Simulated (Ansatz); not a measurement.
# wB97X/aug-cc-pVTZ run of OH− (hydroxide)

What is the vertical ionisation energy of OH− (hydroxide) at wB97X/aug-cc-pVTZ? 

The calculation is run with Ansatz 0.2.0.

## 1. Starting point

OH−: 2 atoms, total charge -1, spin state singlet. As SMILES, `[OH-]`. The shape is that of a PBE0-D4/def2-TZVPD optimisation.

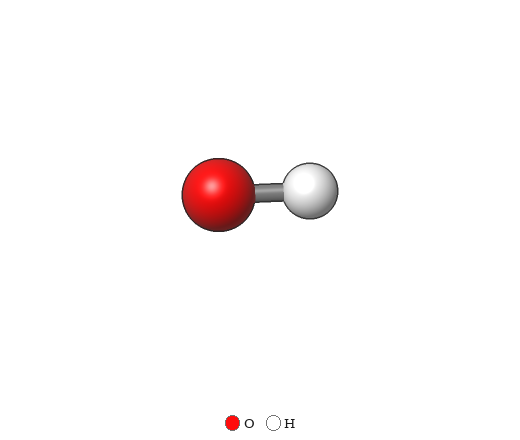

The structure, seen from a chosen angle (oxygen red, hydrogen white).

## 2. The energy at wB97X/aug-cc-pVTZ

run.yaml

```yaml
basis:
  gaussian: {orbitals: aug-cc-pVTZ}
crystal:
  periodic: [false, false, false]
  atoms:
    - {symbol: O, position_ang: [0.411800, -0.131800, 0.212500]}
    - {symbol: H, position_ang: [-0.411800, 0.131800, -0.212500]}
total_charge: -1
hamiltonian: {xc: {name: wB97X}}
accuracy: high
output: {orbitals: {seedname: orbitals}}
```

Command:

```sh
$ ansatz run run.yaml --threads 1 --pin off --max-ram 3480MiB --events-out events.jsonl --progress --plain --runs-dir runs
```

Standard output:

```text
Warning: RAYON_NUM_THREADS=1 ignored (pool sized by the plan → 1); use --threads N
Functional definition: wB97X
  name "wB97X"
  parameter omega = 0.3/bohr
  parameter cx = 0.157706
  parameter cx1 = 0.726479
  parameter cx2 = 1.04760
  parameter cx3 = -5.70635
  parameter cx4 = 13.2794
  parameter css1 = -4.33879
  parameter css2 = 18.2308
  parameter css3 = -31.7430
  parameter css4 = 17.2901
  parameter cos1 = 2.37031
  parameter cos2 = -11.3995
  parameter cos3 = 6.58405
  parameter cos4 = -3.78132
  exchange = spin_sum(e_x_unif_sr(omega)*poly(b97_u_x, 1 - cx, cx1, cx2, cx3, cx4)) + cx*exact_x_sr(omega)
      + exact_x_lr(omega)
  correlation = spin_sum(e_c_pw_same_spin*poly(b97_u_same, 1, css1, css2, css3, css4))
      + integral(e_c_pw_opposite_spin*poly(b97_u_opposite, 1, cos1, cos2, cos3, cos4))
898 factors; integrals over basis functions are off by at most 3.4e-9 eV
196 factors; integrals over basis functions are off by at most 2.4e-9 eV
mean field evaluation 1: about -2061.3727 eV, gradient 3.0e1 eV
mean field evaluation 2: about -2060.4794 eV, gradient 4.0e1 eV
mean field evaluation 4: about -2062.8467 eV, gradient 3.7e-1 eV
mean field evaluation 8: about -2062.8490 eV, gradient 3.9e-2 eV
mean field evaluation 16: about -2062.8490 eV, gradient 5.8e-6 eV
mean field -2062.84899689 eV, -75.8083023865 hartree, gradient 2.7e-8 eV, S^2 0.000000; 0 other end points of the search recorded, 0 dependent functions left out
reference -2062.84899487 eV, -75.8083023124 hartree; 5, 5 occupied and 64, 64 virtual orbitals, 898 factors
Total energy: -2062.84899487 eV, -75.8083023124 hartree
```

It took 3.6 s on 1 thread of Arm Neoverse V1, shared host; peak memory 0.16 GiB.

## 3. Doublet neutral OH

molecule.yaml

```yaml
basis:
  gaussian: {orbitals: aug-cc-pVTZ}
crystal:
  periodic: [false, false, false]
  atoms:
    - {symbol: O, position_ang: [0.411800, -0.131800, 0.212500]}
    - {symbol: H, position_ang: [-0.411800, 0.131800, -0.212500]}
magnetization: {spin_polarized: true, initial_magnetization: 1}
hamiltonian: {xc: {name: wB97X}}
accuracy: high
output: {orbitals: {seedname: orbitals}}
```

Command:

```sh
$ ansatz run molecule.yaml --threads 1 --pin off --max-ram 3480MiB --events-out events.jsonl --progress --plain --runs-dir runs
```

Standard output, shortened:

```text
Warning: RAYON_NUM_THREADS=1 ignored (pool sized by the plan → 1); use --threads N
[... 2 set-up lines as earlier in the session ...]
[...]
      + exact_x_lr(omega)
[...]
      + integral(e_c_pw_opposite_spin*poly(b97_u_opposite, 1, cos1, cos2, cos3, cos4))
898 factors; integrals over basis functions are off by at most 3.4e-9 eV
196 factors; integrals over basis functions are off by at most 2.4e-9 eV
[...]
mean field -2061.11415299 eV, -75.7445480490 hartree, gradient 3.4e-9 eV, S^2 0.752956; 0 other end points of the search recorded, 0 dependent functions left out
reference -2061.11415043 eV, -75.7445479548 hartree; 5, 4 occupied and 64, 65 virtual orbitals, 898 factors
Total energy: -2061.11415043 eV, -75.7445479548 hartree
```

Wall time 6.6 s (1 thread of Arm Neoverse V1, shared host); peak memory 0.23 GiB.

## 4. What came out

Level: wB97X/aug-cc-pVTZ.

| quantity | value |
| --- | --- |
| singlet OH−: total energy | -75.80830 Eh |
| singlet OH−: HOMO energy | -1.78 eV |
| singlet OH−: LUMO energy | 5.05 eV |
| singlet OH−: HOMO–LUMO gap (to an unbound level, set by the basis) | 6.83 eV |
| doublet neutral OH: total energy | -75.74455 Eh |
| doublet neutral OH: HOMO energy (highest over α and β) | -11.86 eV |
| doublet neutral OH: LUMO energy (lowest over α and β) | -1.95 eV |
| doublet neutral OH: ⟨S²⟩ | 0.753 |
| vertical detachment energy (to the doublet neutral) | 1.735 eV |

**Reading.** The vertical ionisation energy comes to 1.73 eV (40 kcal/mol). The negative HOMO energy of the first species, 1.78 eV, lies 0.04 eV above that difference.
